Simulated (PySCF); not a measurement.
# SiHF$_{2}$: single-point calculation

SiHF$_{2}$, multiplicity 2, computed with wB97M-V/cc-pVDZ, UKS (PySCF 2.14.0).

The geometry was optimised with PBE0-D4/def2-TZVP.

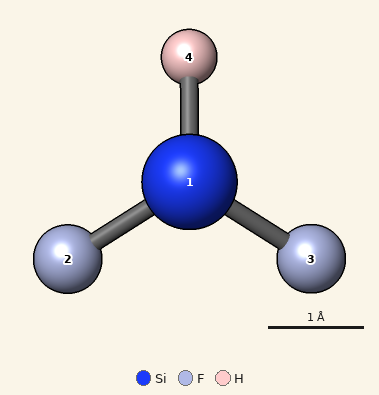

Figure 1. The input geometry (ball-and-stick view, seen on its broad side; atoms are numbered from 1 in the order of the input). Bond lengths as drawn: F–Si 1.59 Å and H–Si 1.49 Å.

Input file (job.py):
```python
from pyscf import gto, dft

mol = gto.M(
    atom='''
Si       0.336380      -0.771476       0.172412
F        1.923661      -0.661816       0.220490
F       -0.032198      -1.776711      -1.005519
H       -0.113024      -1.392117       1.454278
''',
    basis='cc-pvdz',
    max_memory=1860,
    charge=0,
    spin=1,
    verbose=3,
)

ks = dft.UKS(mol, xc='wb97m-v')
ks.nlcgrids.level = 1
ks.grids.level = 5
ks.conv_tol = 1e-10
ks.kernel()
if not ks.converged:
    ks = ks.newton().run(ks.mo_coeff, ks.mo_occ)

energy = ks.e_tot
print('E(%s) = %.9f' % ('WB97M-V', energy))
```

Command:
```bash
OMP_NUM_THREADS=1 python job.py
```

Log:
```
[file] SyntaxWarning: invalid escape sequence '\W'
  S = {(paw_set(r)[0], bool(re.search(r"spin_orbit\W+true|paw_fr", str((r.get("files") or {}).get("input") or "")) or re.search("(?i)spin.orbit\W+(value\W+)?(true|yes)|value\W+spin-orbit", json.dumps(r.get("inputs"), default=str)))) for r in records}

WARN: HOMO -0.157906180963409 >= LUMO -0.157906180963407

converged SCF energy = -489.757869917021  <S^2> = 0.75132142  2S+1 = 2.001321
E(WB97M-V) = -489.757869917
```

Results in brief:

| quantity | value |
| --- | --- |
| outcome | converged |
| total energy | −489.757870 hartree |
| basis functions | 51 |
| ⟨S²⟩ | 0.751 |
| dipole moment | 1.45 D |
| hardware | 1 thread of Arm Neoverse V2, 112 GiB of memory available, shared host |
| wall time | 36 s |
| peak memory | 0.34 GiB |
